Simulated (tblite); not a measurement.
# Run report: Si₄N₂H₁₃ (charge −1), geometry relaxation (part 1 of 3)

Si₄N₂H₁₃, charge −1, computed with GFN2-xTB geometry optimisation, gas phase (tblite 0.8.0).

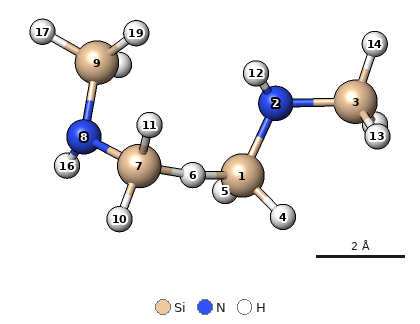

Fig. 1: The structure as given in the input (ball-and-stick view, seen at a tilt; atoms are numbered from 1 in the order of the input).

**Results in brief**

```json
{"quantity": "outcome", "value": "converged"}
{"quantity": "total energy", "value": "−534.7764 eV"}
{"quantity": "hardware", "value": "1 CPU thread, shared host"}
{"quantity": "wall time", "value": "15 s"}
{"quantity": "peak memory", "value": "0.18 GiB"}
```

**The input**
```
{"job": {"kind": "relax", "xc": "GFN2-xTB", "basis": "xTB"}, "charge": -1, "multiplicity": 1}
Si     1.330952    -0.557501    -0.238934
N     -0.165056     0.331893     0.291054
Si     0.083995     2.047527     0.862406
H      2.468795     0.030998     0.351437
H      1.443587    -0.483155    -1.673532
H      1.247592    -1.914333     0.161722
Si     0.936441    -3.277811     0.430956
N     -0.065837    -3.976379    -0.927141
Si    -1.759331    -3.302578    -1.095587
H      2.123886    -4.018465     0.566680
H      0.190768    -3.337797     1.658887
H     -0.835120    -0.223748     0.797385
H      1.076591     2.053322     1.869037
H     -1.117686     2.538426     1.395078
H      0.508822     2.851855    -0.228517
H      0.430959    -4.163141    -1.802400
H     -2.651796    -4.379601    -1.400827
H     -1.796002    -2.369488    -2.156052
H     -2.163241    -2.703884     0.126199
```

The first line tells a small driver script what to run in tblite; the rest is the geometry in Å.

Run as:
```bash
OMP_NUM_THREADS=1 python <driver script> task.json out
```

**Log**
```
step      E/eV     max force
  0    -529.13658    6.265
  1    -530.26147    3.496
  2    -531.10768    2.145
  3    -531.31504    1.286
  4    -531.56773    0.723
  5    -531.63809    0.624
  6    -531.68265    0.550
  7    -531.74837    0.666
  8    -531.87164    0.915
  9    -532.00132    1.174
 10    -532.13250    1.366
 11    -532.30260    1.678
 12    -532.53193    1.288
 13    -532.70482    1.209
 14    -532.82077    1.082
 15    -533.00612    1.183
 16    -533.08848    0.747
 17    -533.15459    0.479
 18    -533.20089    0.523
 19    -533.22111    0.518
 20    -533.26338    0.543
 21    -533.29199    0.580
 22    -533.32651    0.410
 23    -533.34278    0.338
 24    -533.35826    0.317
 25    -533.36990    0.274
 26    -533.37949    0.228
 27    -533.38781    0.209
 28    -533.39421    0.123
 29    -533.39810    0.118
 30    -533.40056    0.111
 31    -533.40212    0.090
 32    -533.40345    0.082
 33    -533.40441    0.074
 34    -533.40518    0.071
 35    -533.40579    0.054
 36    -533.40623    0.051
 37    -533.40653    0.049
 38    -533.40675    0.042
 39    -533.40702    0.056
 40    -533.40742    0.067
 41    -533.40798    0.086
 42    -533.40866    0.083
 43    -533.40934    0.071
 44    -533.41006    0.097
 45    -533.41090    0.104
 46    -533.41192    0.086
 47    -533.41302    0.094
 48    -533.41415    0.078
 49    -533.41546    0.084
 50    -533.41715    0.104
 51    -533.41914    0.131
 52    -533.42100    0.138
 53    -533.42251    0.093
 54    -533.42218    0.362
 55    -533.42482    0.116
 56    -533.42604    0.090
 57    -533.42889    0.145
 58    -533.43018    0.124
 59    -533.43171    0.082
 60    -533.43296    0.068
 61    -533.43451    0.068
 62    -533.43604    0.142
 63    -533.43724    0.117
 64    -533.43871    0.088
 65    -533.44025    0.093
 66    -533.44262    0.127
 67    -533.44600    0.165
 68    -533.45067    0.165
 69    -533.45420    0.143
 70    -533.45675    0.106
 71    -533.45835    0.087
 72    -533.46040    0.107
 73    -533.46333    0.121
 74    -533.46584    0.102
 75    -533.46789    0.167
 76    -533.46919    0.107
 77    -533.47072    0.071
 78    -533.47208    0.108
 79    -533.47406    0.119
 80    -533.47543    0.126
 81    -533.47642    0.089
 82    -533.47712    0.056
 83    -533.47781    0.055
 84    -533.47847    0.064
 85    -533.47909    0.075
 86    -533.47963    0.057
 87    -533.48016    0.047
 88    -533.48078    0.072
 89    -533.48150    0.077
 90    -533.48226    0.086
 91    -533.48288    0.068
 92    -533.48330    0.043
 93    -533.48358    0.041
 94    -533.48381    0.039
 95    -533.48407    0.044
 96    -533.48437    0.050
 97    -533.48471    0.066
 98    -533.48499    0.054
 99    -533.48520    0.034
100    -533.48540    0.041
101    -533.48568    0.046
102    -533.48604    0.060
103    -533.48645    0.050
104    -533.48679    0.040
105    -533.48706    0.037
106    -533.48734    0.045
107    -533.48766    0.045
108    -533.48804    0.051
109    -533.48848    0.049
110    -533.48899    0.057
111    -533.48959    0.077
112    -533.49026    0.065
113    -533.49100    0.053
114    -533.49184    0.073
115    -533.49282    0.082
116    -533.49398    0.112
117    -533.49511    0.084
118    -533.49644    0.073
119    -533.49763    0.099
120    -533.49992    0.162
121    -533.50278    0.193
122    -533.50582    0.153
123    -533.50824    0.116
124    -533.50990    0.108
125    -533.51088    0.136
126    -533.51227    0.095
127    -533.51307    0.061
128    -533.51416    0.063
129    -533.51503    0.074
130    -533.51630    0.064
131    -533.51720    0.071
132    -533.51765    0.038
133    -533.51790    0.040
134    -533.51809    0.034
135    -533.51832    0.051
136    -533.51847    0.051
137    -533.51872    0.040
138    -533.51896    0.036
139    -533.51919    0.027
140    -533.51936    0.028
141    -533.51954    0.032
142    -533.51979    0.033
143    -533.52016    0.036
144    -533.52066    0.054
145    -533.52128    0.057
146    -533.52201    0.071
147    -533.52270    0.111
148    -533.52383    0.111
149    -533.52522    0.107
150    -533.52682    0.392
151    -533.52845    0.148
152    -533.53043    0.074
153    -533.53157    0.207
154    -533.53253    0.181
155    -533.53445    0.076
156    -533.53562    0.089
157    -533.53727    0.090
158    -533.53897    0.109
159    -533.54063    0.102
160    -533.54210    0.110
161    -533.54347    0.119
162    -533.54497    0.101
163    -533.54880    0.176
164    -533.55047    0.114
165    -533.55382    0.147
166    -533.55983    0.253
167    -533.57256    0.423
168    -533.58991    0.632
169    -533.60356    0.783
170    -533.61630    1.129
171    -533.76386    1.092
172    -533.85211    0.740
173    -533.93323    1.222
174    -533.89248    2.056
175    -534.01937    0.974
176    -534.02989    1.422
177    -534.09577    0.728
178    -534.14379    0.885
179    -534.19982    0.689
180    -534.27068    0.324
181    -534.29849    0.475
182    -534.33808    0.362
183    -534.36621    0.503
184    -534.38722    0.397
185    -534.40859    0.368
186    -534.42703    0.382
187    -534.44038    0.377
188    -534.45037    0.434
189    -534.46189    0.279
190    -534.47750    0.247
191    -534.48962    0.404
192    -534.50684    0.438
193    -534.52040    0.316
194    -534.53536    0.291
195    -534.55228    0.299
196    -534.56797    0.417
197    -534.58354    0.401
198    -534.59830    0.241
199    -534.61165    0.409
200    -534.62298    0.306
201    -534.62298    0.306
202    -534.65994    0.388
203    -534.68714    0.420
204    -534.70149    0.524
205    -534.71489    0.458
206    -534.72698    0.255
207    -534.73008    0.524
208    -534.73215    0.495
209    -534.73504    0.488
210    -534.73713    0.292
211    -534.73704    0.368
212    -534.73815    0.386
213    -534.73945    0.459
214    -534.74502    0.244
215    -534.74500    0.340
216    -534.74617    0.302
217    -534.74599    0.336
218    -534.75153    0.106
219    -534.75261    0.191
220    -534.75430    0.095
221    -534.75617    0.212
222    -534.75805    0.155
223    -534.75958    0.103
224    -534.76009    0.138
225    -534.75736    0.298
226    -534.76190    0.122
227    -534.75936    0.294
228    -534.76311    0.097
229    -534.76331    0.229
230    -534.76456    0.084
231    -534.76497    0.106
232    -534.76631    0.078
233    -534.76739    0.084
234    -534.76906    0.119
235    -534.77009    0.132
236    -534.77077    0.124
237    -534.77093    0.227
238    -534.77136    0.218
239    -534.77010    0.275
240    -534.77314    0.104
241    -534.77358    0.189
242    -534.77454    0.076
243    -534.77477    0.052
244    -534.77525    0.040
245    -534.77535    0.060
246    -534.77559    0.032
247    -534.77564    0.042
248    -534.77570    0.026
249    -534.77575    0.020
250    -534.77580    0.023
251    -534.77591    0.024
252    -534.77599    0.025
253    -534.77608    0.029
254    -534.77618    0.023
255    -534.77623    0.045
256    -534.77628    0.025
257    -534.77631    0.016
258    -534.77633    0.011
259    -534.77634    0.009
260    -534.77635    0.008
```

**Trajectory as extended XYZ (Å, eV, eV/Å), 25 of the 27 frames kept, from step=0 to step=260**
```
19
Properties=species:S:1:pos:R:3:forces:R:3 step=0 energy=-529.13658
Si    1.3310   -0.5575   -0.2389   -2.6120   5.4410  -1.6810
N    -0.1651    0.3319    0.2911    2.0210   1.0750  -0.1610
Si    0.0840    2.0475    0.8624   -0.5100  -1.9250  -0.9980
H     2.4688    0.0310    0.3514    1.0410   0.3480   0.5680
H     1.4436   -0.4832   -1.6735    0.1190   0.1490  -0.4070
H     1.2476   -1.9143    0.1617    0.2950  -0.4480   0.3750
Si    0.9364   -3.2778    0.4310   -1.4420  -5.3430   0.4490
N    -0.0658   -3.9764   -0.9271   -0.6860   1.2590   1.0300
Si   -1.7593   -3.3026   -1.0956    2.2400  -0.8070  -0.1220
H     2.1239   -4.0185    0.5667    0.8790  -1.0180  -0.1470
H     0.1908   -3.3378    1.6589   -0.3620  -0.0780   0.2110
H    -0.8351   -0.2237    0.7974    0.0030   0.0530   0.0220
H     1.0766    2.0533    1.8690    0.9650  -0.1230   0.9860
H    -1.1177    2.5384    1.3951   -1.2800   0.4460   0.5270
H     0.5088    2.8519   -0.2285    0.2290   0.3590  -0.8120
H     0.4310   -4.1631   -1.8024   -0.2440   0.2200   0.3510
H    -2.6518   -4.3796   -1.4008   -0.3880  -0.7790  -0.1980
H    -1.7960   -2.3695   -2.1561   -0.1320   0.8150  -0.8760
H    -2.1632   -2.7039    0.1262   -0.1350   0.3570   0.8830
19
Properties=species:S:1:pos:R:3:forces:R:3 step=10 energy=-532.13250
Si    1.3891   -0.3373   -0.4231    0.8370   0.9490  -0.5140
N    -0.0476    0.5416    0.1356   -0.2480   0.0930   0.7360
Si    0.0339    2.0592    0.9171    0.3660  -0.0460  -0.2990
H     2.6127    0.3346    0.3206   -0.8090  -0.2990  -0.8570
H     1.3608   -0.1632   -1.9189    0.2170   0.3200   0.6560
H     1.2332   -2.0013    0.1973    0.1530  -0.3120   0.2300
Si    0.8965   -3.7744    0.6556   -0.0310   0.3990  -0.2200
N    -0.1620   -4.0650   -0.7855    0.1550   0.1360  -0.3030
Si   -1.6607   -3.3107   -1.1236    0.1180   0.0900   0.3240
H     2.1855   -4.4743    0.4887   -0.7070  -0.3580   0.1990
H     0.0256   -3.6647    1.8249    0.1970  -0.7010  -0.1510
H    -0.6391   -0.0908    0.6551   -0.1400  -0.1500  -0.1690
H     1.0550    2.2131    1.9851   -0.1710  -0.0010  -0.0090
H    -1.2306    2.5624    1.4760   -0.0620  -0.2020  -0.0240
H     0.4397    2.8671   -0.2177    0.0760   0.5080  -0.0880
H     0.3884   -4.1113   -1.6415    0.0460  -0.1660   0.4240
H    -2.6011   -4.3987   -1.4515   -0.1310  -0.1730  -0.1160
H    -1.8469   -2.3293   -2.2265    0.2080  -0.1630   0.1770
H    -2.1442   -2.7108    0.1202   -0.0750   0.0760   0.0020
19
Properties=species:S:1:pos:R:3:forces:R:3 step=20 energy=-533.26338
Si    1.4788   -0.1645   -0.5919    0.1240  -0.0190  -0.1660
N     0.0643    0.5870    0.2445    0.4000  -0.1140  -0.3490
Si    0.0751    2.1459    0.8755   -0.2240   0.0300   0.2090
H     2.6287    0.6307   -0.0452   -0.1290   0.0410  -0.0850
H     1.4123    0.3507   -2.0036   -0.0790   0.1390   0.2220
H     1.3380   -2.3074    0.3940    0.0140  -0.2390   0.2890
Si    0.8546   -3.7351    0.6957    0.0400  -0.2240   0.1230
N    -0.1558   -4.0189   -0.7235   -0.0200  -0.0680   0.2070
Si   -1.6763   -3.3361   -1.0568   -0.2580  -0.0690  -0.2200
H     1.7926   -4.8718    0.5594    0.1950   0.0540  -0.0410
H     0.0509   -4.2580    1.8258   -0.0830   0.2080  -0.0700
H    -0.6292   -0.0833    0.5257   -0.0700   0.1070   0.0610
H     0.9822    2.3640    2.0261    0.1220   0.0280  -0.0290
H    -1.2645    2.4261    1.4336   -0.0920   0.0460  -0.0620
H     0.4059    3.1531   -0.1472   -0.0150  -0.0270   0.0330
H     0.4226   -4.2150   -1.5197   -0.0680  -0.0490  -0.2260
H    -2.5960   -4.4486   -1.4862    0.1470   0.2190   0.1620
H    -1.6941   -2.3801   -2.1670    0.0140   0.0480  -0.0450
H    -2.2019   -2.6924    0.1488   -0.0180  -0.1120  -0.0120
19
Properties=species:S:1:pos:R:3:forces:R:3 step=30 energy=-533.40056
Si    1.5244   -0.1331   -0.6552   -0.0030   0.0730  -0.0400
N     0.1291    0.6175    0.2205    0.0580  -0.0860  -0.0390
Si    0.0622    2.1592    0.8885    0.0020  -0.0690  -0.0530
H     2.6399    0.7211   -0.1335    0.0480  -0.0200   0.0440
H     1.3780    0.5225   -1.9981   -0.0450  -0.0270  -0.0170
H     1.3967   -2.4876    0.6190    0.0100   0.0110   0.0420
Si    0.8397   -3.8508    0.6919    0.0590   0.0090  -0.0120
N    -0.1813   -4.0592   -0.7198    0.0370  -0.0120   0.0300
Si   -1.6886   -3.3174   -1.0676   -0.0060  -0.0570   0.0250
H     1.8472   -4.9261    0.5625   -0.0280   0.0100  -0.0210
H    -0.0049   -4.2607    1.8234   -0.0370   0.0070   0.0040
H    -0.5844   -0.0442    0.4752   -0.0310   0.0110   0.0040
H     0.9926    2.3915    2.0176    0.0110   0.0240   0.0620
H    -1.3056    2.3982    1.3946   -0.0480   0.0130   0.0460
H     0.3670    3.2032   -0.1018   -0.0060   0.0600  -0.0390
H     0.3595   -4.2633   -1.5458   -0.0180  -0.0180  -0.0080
H    -2.5960   -4.4255   -1.4613   -0.0310   0.0400  -0.0410
H    -1.6519   -2.3653   -2.1782   -0.0010   0.0130   0.0290
H    -2.2354   -2.7341    0.1561    0.0280   0.0180  -0.0170
19
Properties=species:S:1:pos:R:3:forces:R:3 step=40 energy=-533.40742
Si    1.5372   -0.1257   -0.6717   -0.0180  -0.0060  -0.0240
N     0.1493    0.6092    0.2252   -0.0070  -0.0230   0.0170
Si    0.0579    2.1538    0.8829    0.0360   0.0120  -0.0150
H     2.6563    0.7167   -0.1362    0.0190   0.0020  -0.0110
H     1.3572    0.5360   -2.0090    0.0120  -0.0100   0.0130
H     1.4124   -2.4932    0.6603   -0.0050   0.0020  -0.0130
Si    0.8455   -3.8498    0.6926   -0.0180  -0.0060   0.0070
N    -0.1790   -4.0674   -0.7147    0.0000   0.0030  -0.0010
Si   -1.6878   -3.3254   -1.0621    0.0280   0.0610   0.0000
H     1.8404   -4.9327    0.5536    0.0060   0.0010   0.0000
H    -0.0161   -4.2568    1.8149    0.0030   0.0040   0.0060
H    -0.5816   -0.0428    0.4554   -0.0040  -0.0190  -0.0220
H     0.9784    2.4011    2.0195    0.0220   0.0070   0.0280
H    -1.3072    2.3884    1.4002   -0.0610  -0.0130   0.0160
H     0.3497    3.2144   -0.0993   -0.0130   0.0110  -0.0190
H     0.3526   -4.2851   -1.5436   -0.0120  -0.0110   0.0110
H    -2.6123   -4.4067   -1.4822   -0.0060  -0.0040  -0.0070
H    -1.6413   -2.3569   -2.1586    0.0070   0.0090   0.0130
H    -2.2232   -2.7311    0.1606    0.0090  -0.0180   0.0020
19
Properties=species:S:1:pos:R:3:forces:R:3 step=50 energy=-533.41715
Si    1.5462   -0.1538   -0.6912   -0.0020   0.0000  -0.0750
N     0.2111    0.5625    0.2963   -0.0310  -0.0550   0.0150
Si    0.0364    2.1290    0.8893    0.0520   0.0070  -0.0380
H     2.6979    0.6583   -0.1938    0.0220   0.0500   0.0340
H     1.3388    0.5320   -2.0189   -0.0160  -0.0140   0.0510
H     1.4106   -2.4811    0.6703    0.0060   0.0230  -0.0180
Si    0.8432   -3.8331    0.7038   -0.0430  -0.0240  -0.0160
N    -0.1837   -4.0685   -0.6979   -0.0110  -0.0200  -0.0320
Si   -1.6563   -3.2689   -1.0574    0.0090   0.1030   0.0130
H     1.8288   -4.9170    0.5462    0.0540  -0.0460   0.0440
H    -0.0244   -4.2299    1.8260    0.0340  -0.0130   0.0150
H    -0.5874   -0.0493    0.3510    0.0020   0.0430   0.0000
H     0.9587    2.4294    2.0129    0.0000  -0.0250  -0.0470
H    -1.3386    2.3078    1.4066   -0.0350  -0.0200   0.0120
H     0.2541    3.2056   -0.1045   -0.0080  -0.0110   0.0200
H     0.3177   -4.3749   -1.5165    0.0230  -0.0030   0.0110
H    -2.6051   -4.2978   -1.5344   -0.0380  -0.0690  -0.0520
H    -1.5878   -2.2492   -2.1064    0.0250   0.0100   0.0490
H    -2.1718   -2.7550    0.2064   -0.0430   0.0610   0.0140
19
Properties=species:S:1:pos:R:3:forces:R:3 step=60 energy=-533.43296
Si    1.5652   -0.1728   -0.6978   -0.0330   0.0570  -0.0190
N     0.2458    0.5038    0.3439   -0.0330   0.0250  -0.0110
Si    0.0260    2.0904    0.8726   -0.0160   0.0010   0.0170
H     2.7102    0.6582   -0.2119    0.0010   0.0300   0.0040
H     1.2921    0.5361   -2.0020    0.0230  -0.0230   0.0220
H     1.3896   -2.4853    0.6264    0.0490  -0.0050   0.0060
Si    0.8461   -3.8476    0.7057   -0.0010   0.0400   0.0220
N    -0.2058   -4.0899   -0.6789    0.0100  -0.0040   0.0320
Si   -1.6349   -3.2075   -1.0389    0.0270   0.0240  -0.0130
H     1.8486   -4.9258    0.5944   -0.0050  -0.0130  -0.0500
H     0.0135   -4.2292    1.8564   -0.0360  -0.0130   0.0250
H    -0.5967   -0.0414    0.2552   -0.0100  -0.0520  -0.0180
H     0.9677    2.4162    1.9650    0.0170  -0.0170  -0.0360
H    -1.3528    2.2123    1.4088    0.0310   0.0040   0.0020
H     0.1664    3.1911   -0.1144   -0.0060  -0.0430   0.0070
H     0.2852   -4.4252   -1.4936   -0.0400   0.0120   0.0160
H    -2.5757   -4.2038   -1.6058   -0.0200   0.0200  -0.0060
H    -1.5190   -2.1257   -2.0181    0.0440  -0.0070   0.0060
H    -2.1830   -2.7078    0.2208   -0.0030  -0.0390  -0.0060
19
Properties=species:S:1:pos:R:3:forces:R:3 step=80 energy=-533.47543
Si    1.6016   -0.1668   -0.7119    0.0080  -0.0390   0.0020
N     0.1925    0.3826    0.2817   -0.1220  -0.0250  -0.0230
Si   -0.0433    1.9585    0.8307   -0.0210  -0.0520   0.0340
H     2.6266    0.8006   -0.2125    0.0400  -0.0080  -0.0070
H     1.2997    0.4903   -2.0340   -0.0050  -0.0130  -0.0290
H     1.4714   -2.5224    0.6065    0.0480   0.0210   0.0100
Si    0.8692   -3.8529    0.7446   -0.0220  -0.0100  -0.0570
N    -0.2748   -4.0865   -0.5674    0.0090  -0.0370  -0.0660
Si   -1.5553   -3.0198   -0.9919   -0.0040   0.0110  -0.0220
H     1.8139   -4.9760    0.5653   -0.0170   0.0040   0.0130
H     0.0950   -4.1782    1.9534   -0.0100  -0.0050   0.0120
H    -0.6370   -0.1569    0.0760    0.0830   0.0480   0.0450
H     1.0378    2.2916    1.7728    0.0010   0.0300   0.0010
H    -1.3357    2.0376    1.5543    0.0100  -0.0240  -0.0190
H    -0.0833    3.0497   -0.1732   -0.0170   0.0450   0.0000
H     0.1261   -4.5538   -1.3679   -0.0140   0.0270   0.0820
H    -2.4828   -3.8297   -1.8183    0.0290   0.0050   0.0160
H    -1.1878   -1.8427   -1.7733   -0.0120   0.0090   0.0170
H    -2.2457   -2.6790    0.2529    0.0150   0.0140  -0.0070
19
Properties=species:S:1:pos:R:3:forces:R:3 step=90 energy=-533.48226
Si    1.6052   -0.1822   -0.7302   -0.0120  -0.0850  -0.0060
N     0.1909    0.3827    0.2448   -0.0340  -0.0100   0.0310
Si   -0.0644    1.9404    0.8304   -0.0290   0.0000   0.0290
H     2.6380    0.7787   -0.2409    0.0300   0.0320   0.0010
H     1.3087    0.4499   -2.0636   -0.0020   0.0120  -0.0320
H     1.5017   -2.5383    0.6175    0.0230   0.0150  -0.0190
Si    0.8684   -3.8548    0.7437    0.0230  -0.0140   0.0170
N    -0.2839   -4.0754   -0.5593    0.0190   0.0110   0.0160
Si   -1.5302   -2.9711   -0.9912   -0.0110  -0.0400   0.0100
H     1.7932   -4.9954    0.5719   -0.0170   0.0000   0.0040
H     0.0999   -4.1546    1.9625   -0.0190  -0.0070   0.0170
H    -0.6289   -0.1816    0.0822    0.0380   0.0160   0.0160
H     1.0259    2.3088    1.7518   -0.0150  -0.0050  -0.0120
H    -1.3453    1.9652    1.5783    0.0210  -0.0110  -0.0060
H    -0.1608    3.0484   -0.1529   -0.0110   0.0320  -0.0110
H     0.0936   -4.5900   -1.3385   -0.0090   0.0170  -0.0280
H    -2.4405   -3.7606   -1.8517   -0.0050   0.0090   0.0010
H    -1.1534   -1.7693   -1.7217    0.0270   0.0170  -0.0340
H    -2.2297   -2.6549    0.2549   -0.0180   0.0120   0.0060
```
